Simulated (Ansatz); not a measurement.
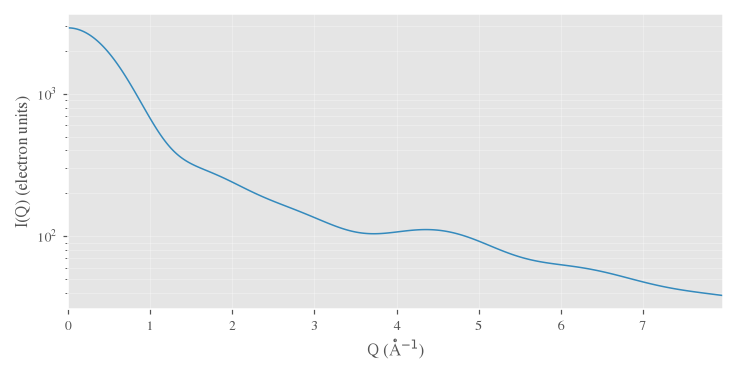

Elastic X-ray scattering of a randomly oriented, rigid molecule, calculated with the Debye equation from neutral-atom form factors (independent atoms, no Compton part, no vibration). The geometry is the end point of an optimisation (Ansatz 0.2.0, RHF/def2-SVP); it may be a saddle point or a higher isomer. It contains C, B, N, Si, F, H.

Q: How many electrons does the independent-atom model of the molecule hold?

A: I(0) is the square of the electron number: I(0) = 2910, so about 54 electrons, the count of C2H7BFNSi.

Q: What radius of gyration does the initial fall-off give?

A: From I(Q) ≈ I(0) exp(−Q²R²/3) at small Q, R ≈ 2.23 Å. It is larger than the electron-weighted radius of the nuclear positions alone (2.09 Å), because each atom's electron cloud adds to it.
